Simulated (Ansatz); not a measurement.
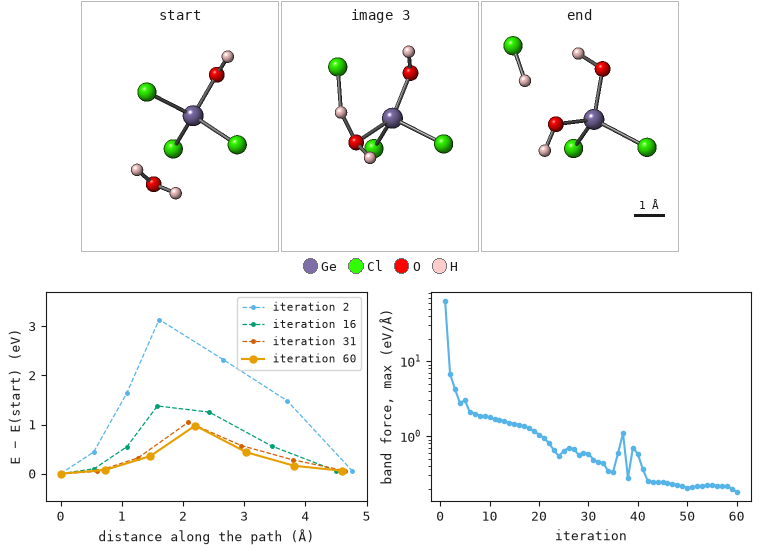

A search for the minimum-energy path of GeH3O2Cl3, made up at the start of GeHOCl3 and H2O by the nudged elastic band. Images are numbered from 0 (start) to 6 (end). The plot follows the band through its iterations. The picture is a ball-and-stick view, seen from a free direction.

Computed with Ansatz 0.2.0, RKS PBE0/def2-SVP. Run with 5 movable images; climbing image; force threshold 0.05 eV/Å; iteration limit 60; optimiser FIRE; starting path through a guess of the saddle point.

Question: Judge this run.

Answer: The result isn't final. The band hadn't converged when the run stopped after 60 iterations. The largest component of the band force went from 63 to 0.18 eV/Å. The barrier read from it is provisional: over the last two iterations the highest image moved from 0.99 eV to 0.98 eV. The first iteration put the highest image at 9.05 eV. The energy climbs by 0.98 eV to image 3 and then falls by 0.92 eV, so the end point sits at +0.06 eV.

Limits of the set-up: the start holds two separate molecules, 2.7 Å apart at their closest, whose relative position is a soft coordinate and is computed without a dispersion correction.
